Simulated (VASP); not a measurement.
Energy against volume of Cu2O (cuprite). Level of theory: PBE GGA with D3 dispersion (zero damping), VASP's PBE PAW potentials (set 64) (plane waves; VASP).

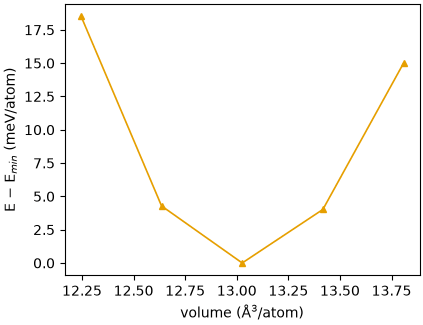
Figure. Energy against volume

Question: Estimate the equilibrium volume and the bulk modulus.

Answer: The minimum lies near 13.0 Å³/atom, and the curvature gives B0 of about 110 GPa.

Measured: a 4.276 Å at 15 K (computed value off by -0.0 %), as given by Leila H. N. Rimmer et al., Physical Review B (2014), arXiv:1402.1026. The calculation is for a static lattice, while the measured a holds thermal and zero-point effects, which are part of the difference.

The compound is Cu2O in the cuprite structure. It was relaxed first.
